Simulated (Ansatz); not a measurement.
# [NH2]− (SMILES [NH2-]) at CCSDT(Q)/3-21G

Aim: the vertical singlet–triplet gap of [NH2]− at CCSDT(Q)/3-21G, from 2 runs. 

The results are computed with Ansatz 0.2.0.

2 further runs of the same task are left out: 2 that didn't finish.

## (1) The system as given

The species is [NH2]− (3 atoms), meant as a singlet with charge -1. SMILES: `[NH2-]`. The coordinates come from a PBE0-D4/def2-TZVPD relaxation.

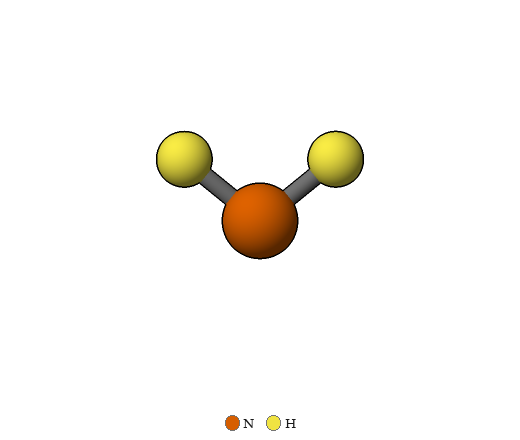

The structure, seen from a chosen angle (nitrogen orange, hydrogen yellow).

## (2) A single-point energy at CCSDT(Q)/3-21G

The input, input.yaml:

```yaml
crystal:
  periodic: [false, false, false]
  atoms:
    - {symbol: N, position_ang: [0.342200, -0.203000, 0.168700]}
    - {symbol: H, position_ang: [0.125500, 0.801200, 0.156000]}
    - {symbol: H, position_ang: [-0.467700, -0.598200, -0.324700]}
basis:
  gaussian:
    orbitals: 3-21G.json
total_charge: -1
correlation:
  method: ccsdt_q
  frozen_orbitals: {H: 0, "N": 1}
accuracy: high
scf:
  omitted_lower_state_checks: [cluster_reference, increment]
```

The basis set 3-21G is read from a file made from the Basis Set Exchange's data (not shown).

The run is started by

```sh
$ ansatz run input.yaml --threads 1 --pin off --max-ram 2610MiB --events-out events.jsonl --progress --plain --runs-dir runs
```

Log (excerpt; [...] marks lines left out):

```text
Warning: RAYON_NUM_THREADS=1 ignored (pool sized by the plan → 1); use --threads N
Functional definition: HF
  name "HF"
[...]
250 factors; integrals over basis functions are off by at most 3.4e-9 eV
[...]
mean field -1500.27540641 eV, -55.1341042623 hartree, gradient 3.4e-8 eV, S^2 0.000000; 0 other end points of the search recorded, 0 dependent functions left out
1 core orbitals not correlated: weight in the atoms' cores, before any rotation towards them, 1.000 or more for the frozen orbitals, at most 0.000 for the correlated occupied ones
reference -1500.27540641 eV, -55.1341042623 hartree; 4, 4 occupied and 8, 8 virtual orbitals, 250 factors
second order -2.79978731 eV of doubles, -0.00000000 eV of singles
cycle   1  -2.97837781 eV  change   -1.8e-1 eV  update   4.0e-2
[...]
cycle  20  -3.14867729 eV  change  -1.6e-10 eV  update  4.1e-10
perturbative correction -0.00176310 eV, -0.0000647927 hartree
Total energy: -1503.42584679 eV, -55.2498808110 hartree
Checks for a lower state left out: cluster_reference, increment
```

Wall time 0.5 s (1 thread of Arm Neoverse N1, shared host).

## (3) The triplet, same level

The input, job.yaml:

```yaml
crystal:
  periodic: [false, false, false]
  atoms:
    - {symbol: N, position_ang: [0.342200, -0.203000, 0.168700]}
    - {symbol: H, position_ang: [0.125500, 0.801200, 0.156000]}
    - {symbol: H, position_ang: [-0.467700, -0.598200, -0.324700]}
basis:
  gaussian:
    orbitals: 3-21G.json
total_charge: -1
magnetization:
  spin_polarized: true
  initial_magnetization: 2
correlation:
  method: ccsdt_q
  frozen_orbitals: {H: 0, "N": 1}
accuracy: high
scf:
  omitted_lower_state_checks: [cluster_reference, increment]
```

The basis set 3-21G is read from a file made from the Basis Set Exchange's data (not shown).

The run is started by

```sh
$ ansatz run job.yaml --threads 1 --pin off --max-ram 2610MiB --events-out events.jsonl --progress --plain --runs-dir runs
```

Log (excerpt; [...] marks lines left out):

```text
Warning: RAYON_NUM_THREADS=1 ignored (pool sized by the plan → 1); use --threads N
[... 2 set-up lines as earlier in the session ...]
[...]
250 factors; integrals over basis functions are off by at most 3.4e-9 eV
[...]
mean field -1496.50622714 eV, -54.9955894792 hartree, gradient 1.7e-8 eV, S^2 2.005565; 2 other end points of the search recorded, 0 dependent functions left out
1 core orbitals not correlated: weight in the atoms' cores, before any rotation towards them, 1.000 or more for the frozen orbitals, at most 0.000 for the correlated occupied ones
reference -1496.50622714 eV, -54.9955894792 hartree; 5, 3 occupied and 7, 9 virtual orbitals, 250 factors
second order -2.30782142 eV of doubles, -0.00000000 eV of singles
cycle   1  -2.54780922 eV  change   -2.4e-1 eV  update   3.8e-2
[...]
cycle  22  -2.70750326 eV  change  -4.8e-10 eV  update  7.1e-10
perturbative correction -0.00281345 eV, -0.0001033924 hartree
Total energy: -1499.21654386 eV, -55.0951917812 hartree
Checks for a lower state left out: cluster_reference, increment
```

Wall time 2.3 s (1 thread of Arm Neoverse N1, shared host).

## (4) Outcome

Level: CCSDT(Q)/3-21G, 1 core orbital frozen.

```
                                           quantity         value
                              singlet: total energy  -55.24988 Eh
singlet: correlation energy (1 core orbital frozen)    -115.8 mEh
                             singlet: T1 diagnostic         0.006
                              triplet: total energy  -55.09519 Eh
triplet: correlation energy (1 core orbital frozen)     -99.6 mEh
         triplet: ⟨S²⟩ of the reference determinant         2.006
                             triplet: T1 diagnostic         0.006
   vertical energy of the triplet above the singlet      4.209 eV
```

At this shape the triplet lies 4.21 eV (406 kJ/mol) above the singlet. For an anion a state so high probably lies above electron detachment.
